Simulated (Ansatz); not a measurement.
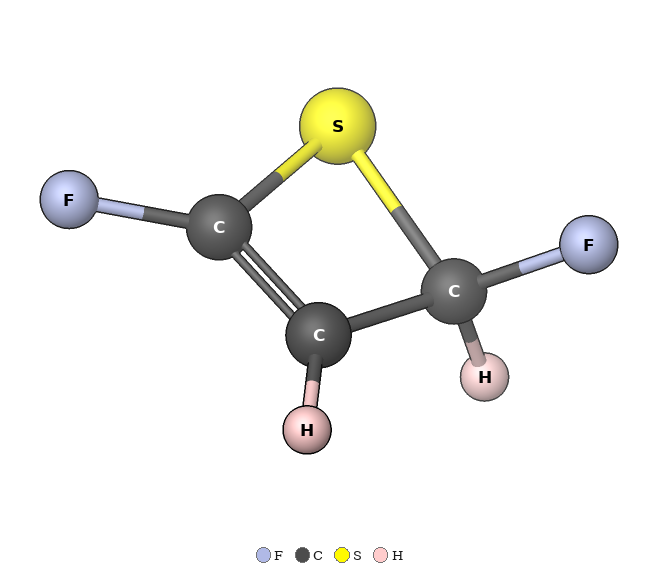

Orthographic view. Depth is shown by fading: the farther an atom, the more it takes the colour of the background. The computed structure is the end point of a PBE0-D4/def2-TZVP optimisation.

### Write the InChI string.

InChI=1S/C3H2F2S/c4-2-1-3(5)6-2/h1-2H/t2-/m1/s1
